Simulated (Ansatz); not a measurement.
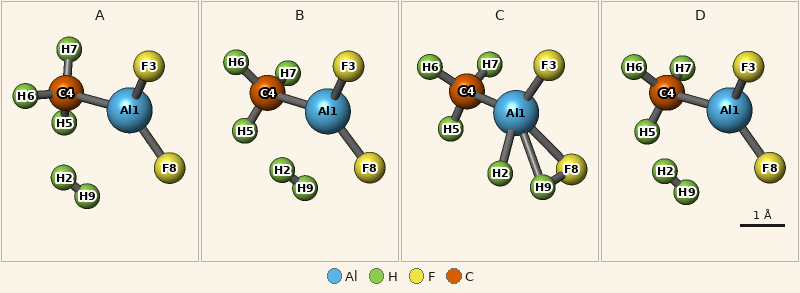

4 geometries from a converged minimum-energy path of CH5AlF2, shuffled. A ball-and-stick model, seen from a free direction.

These are results of Ansatz 0.2.0, RKS BHLYP/6-31G*, not measurements. Set-up: 5 movable images; climbing image; force threshold 0.05 eV/Å; iteration limit 60; starting path through a guess of the saddle point.

### Which frame is the top of the path?

C. In order along the path, whose images run from 0 to 6: C (image 1, +0.16 eV), B (image 3, −1.41 eV), D (image 4, −1.46 eV), A (image 6, −1.45 eV). Breaking: Al1–H2 (1.60 → 1.70 at the top → 2.75 Å), F8–H9 (0.94 → 1.06 at the top → 2.57 Å). Forming: H2–H9 (2.25 → 1.21 at the top → 0.74 Å).

Cost: 3.7 min on 1 thread of Arm Neoverse V2, on a shared host, peak memory 0.14 GiB.
